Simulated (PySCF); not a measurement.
SMILES [Mg]([S]C)[S]C (C2H6MgS2) at its B3LYP/def2-SVP optimised geometry (Å):

```
11

Mg     0.7602     1.0578     0.0000
S      3.0718     1.0578     0.0000
C      3.5416    -0.1515     1.3199
H      3.1835     0.1600     2.3116
H      4.6400    -0.1802     1.3460
H      3.1780    -1.1657     1.1009
S     -1.5489     1.1657     0.0000
C     -2.0790    -0.0979    -1.2441
H     -1.7216     0.1444    -2.2551
H     -3.1780    -0.0869    -1.2574
H     -1.7505    -1.1112    -0.9721
```

Level of theory: B3LYP/def2-TZVP (PySCF). Cells within 0.4 Å of a nucleus heavier than hydrogen are left out (blank, or x).

Map of the electron localisation function on the plane z = 0.0 Å:

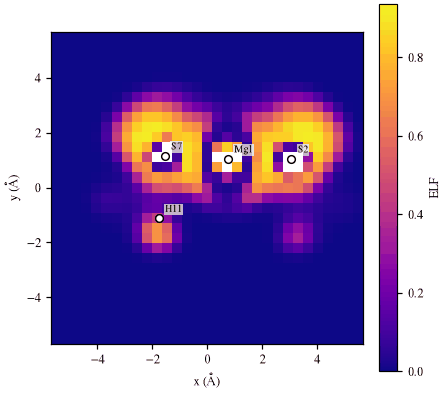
Electron localisation function on the plane z = 0.0 Å.
